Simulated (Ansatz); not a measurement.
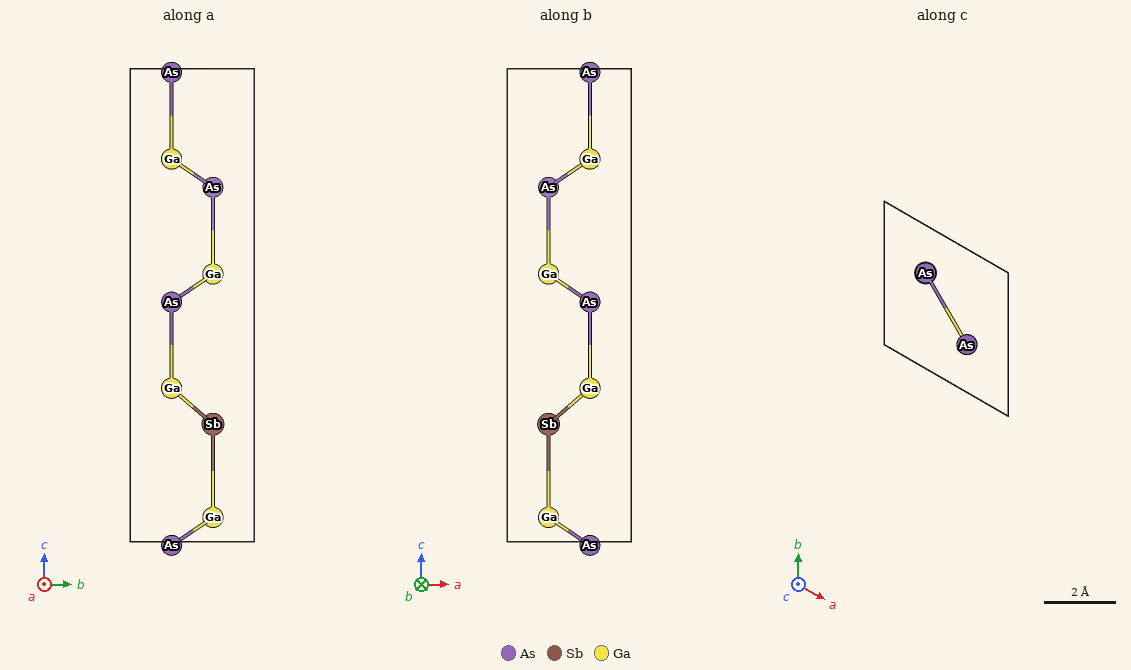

View along the a axis, along the b axis and along the c axis, drawn as a ball-and-stick model. The conventional unit cell is outlined; an atom on or near a face, edge or corner is repeated at each equivalent position.

Lattice parameters: a = 4.0806 Å, b = 4.0806 Å, c = 13.4668 Å, α = 90.000°, β = 90.000°, γ = 120.000°.

> Give the atomic positions as a CIF with its space group and independent sites, with free fractional coordinates to two decimals.

```cif
data_structure
_symmetry_space_group_name_H-M 'P 3 m 1'
_symmetry_Int_Tables_number 156
_cell_length_a 4.0806
_cell_length_b 4.0806
_cell_length_c 13.4668
_cell_angle_alpha 90.000
_cell_angle_beta 90.000
_cell_angle_gamma 120.000
_cell_volume 194.20
loop_
_atom_site_label
_atom_site_type_symbol
_atom_site_symmetry_multiplicity
_atom_site_Wyckoff_symbol
_atom_site_fract_x
_atom_site_fract_y
_atom_site_fract_z
_atom_site_occupancy
As1 As 1 c 0.6667 0.3333 0.99 1
As2 As 1 c 0.6667 0.3333 0.51 1
As3 As 1 b 0.3333 0.6667 0.75 1
Sb1 Sb 1 b 0.3333 0.6667 0.25 1
Ga1 Ga 1 c 0.6667 0.3333 0.81 1
Ga2 Ga 1 c 0.6667 0.3333 0.32 1
Ga3 Ga 1 b 0.3333 0.6667 0.57 1
Ga4 Ga 1 b 0.3333 0.6667 0.05 1
```

Starting structure: a structure type filled with these elements by a generator (whether the compound takes this form wasn't checked). Earlier steps of the study may have refined or changed the cell and positions. A calculation with Ansatz used it as input.
